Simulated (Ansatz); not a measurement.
# C₂H₅BClFSi: one species, many methods

How much do the methods differ for C₂H₅BClFSi? The plan is to run it at one geometry with functionals of several rungs and with coupled cluster, and see how far each lands from CCSD(T) at the basis-set limit for the atomisation energy.

Program: Ansatz 0.2.0, Gaussian basis. Level of theory: functionals in def2-TZVPP, the program's frozen cores in correlated methods. These are calculated values, not measurements.

The runs, in order: PBE-D4, r2SCAN-D4, PBE0-D4, B3LYP-D4, ωB97X-V, ωB97M-V, B2PLYP; CCSD(T)/def2-TZVPP; MP2/def2-QZVPP; extrapolation to the limit.

## 1. The geometry

All runs share one geometry, relaxed beforehand with PBE0-D4 in a triple-zeta def2 set.

SMILES `FC1([SiH2]Cl)BC1`, 11 atoms, charge 0, spin multiplicity 1.

Atoms are counted from 1 here; the program's logs count them from 0.

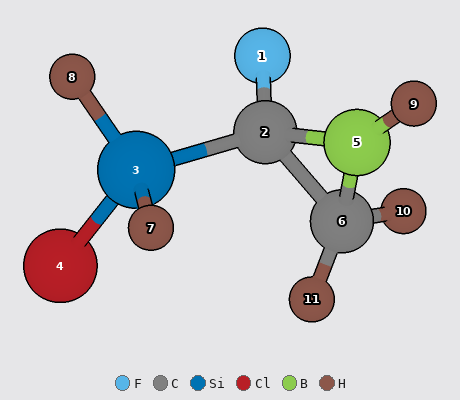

The structure; colours as in the key; atoms are numbered from 1 in the order of the file.

## 2. PBE-D4 (GGA)

Input file in.yaml:

```yaml
crystal:
  periodic: [false, false, false]
  atoms:
    - {symbol: F, position_ang: [-1.966106, 0.187981, 0.108909]}
    - {symbol: C, position_ang: [-0.582807, 0.173771, 0.153132]}
    - {symbol: Si, position_ang: [0.155743, -1.533641, 0.182988]}
    - {symbol: Cl, position_ang: [0.155466, -2.387175, -1.687516]}
    - {symbol: B, position_ang: [0.202812, 1.289808, 0.849585]}
    - {symbol: C, position_ang: [0.203802, 1.199691, -0.665908]}
    - {symbol: H, position_ang: [1.569642, -1.421859, 0.619076]}
    - {symbol: H, position_ang: [-0.623869, -2.400795, 1.091723]}
    - {symbol: H, position_ang: [0.379355, 1.954001, 1.811472]}
    - {symbol: H, position_ang: [-0.362743, 2.047974, -1.063238]}
    - {symbol: H, position_ang: [0.934106, 0.833347, -1.379723]}
basis:
  gaussian: {orbitals: def2-TZVPP}
hamiltonian: {xc: pbe, dispersion: d4}
output: {forces: true, orbitals: {seedname: orbitals}}
```

Run with:

```console
$ ansatz run in.yaml --threads 4 --pin off --events-out ev --progress --plain --max-ram 10444MiB
```

Further steps of the session: r2SCAN-D4 (meta-GGA); PBE0-D4 (hybrid); B3LYP-D4 (hybrid); ωB97X-V (range-separated); ωB97M-V (range-separated); B2PLYP (double hybrid); CCSD(T) in def2-TZVPP; MP2 in def2-QZVPP.

Q: Predict the results of all the runs planned. Wanted: atomisation energy, CCSD(T)/CBS; farthest; mean size of error, hybrid; mean size of error, range-separated; gap, smallest and largest; T1 diagnostic; triples share of the correlation energy.

The runs gave:

| quantity | value |
| --- | --- |
| atomisation energy, CCSD(T)/CBS | 41.347 eV |
| functionals within 0.207 eV (0.5 %) | B3LYP-D4 |
| farthest | PBE-D4 (+1.212 eV) |
| mean size of error, hybrid | 0.294 eV |
| mean size of error, range-separated | 0.434 eV |
| gap, smallest and largest | 3.21 eV (PBE-D4), 10.17 eV (ωB97X-V) |
| T1 diagnostic | 0.0121 |
| triples share of the correlation energy | 3.9 % |

PBE-D4 misses by +1.212 eV. Double hybrids carry the basis error of their MP2 part in triple zeta, and no dispersion term here, so their miss is partly the set-up's. The reference freezes the cores and leaves out relativity and excitations past (T), so misses under about 0.207 eV can't be ranked. Hartree-Fock recovers 74 % of the binding; the rest is correlation. Orbital gaps span 3.2 to 10.2 eV; exact exchange widens them.
